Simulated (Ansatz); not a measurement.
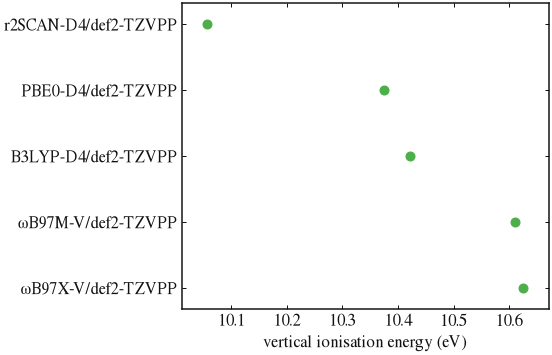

Vertical ionisation energy of C₂H₂O₂, SMILES O=CC=O, taken as the energy of the cation less that of the neutral at fixed geometry (unrestricted doublet cation, cores frozen in correlated methods, no spin-orbit coupling), the Ansatz code 0.2.0, at a PBE0-D4/def2-TZVP geometry (a minimum by its frequencies).

> What range do the values span?

From 10.06 eV (r2SCAN-D4/def2-TZVPP) to 10.63 eV (ωB97X-V/def2-TZVPP).

> Give the values.

| level | eV |
| --- | --- |
| r2SCAN-D4/def2-TZVPP | 10.06 |
| PBE0-D4/def2-TZVPP | 10.37 |
| B3LYP-D4/def2-TZVPP | 10.42 |
| ωB97M-V/def2-TZVPP | 10.61 |
| ωB97X-V/def2-TZVPP | 10.63 |

Caveats, for all or some of the runs: one conformer of a flexible molecule.
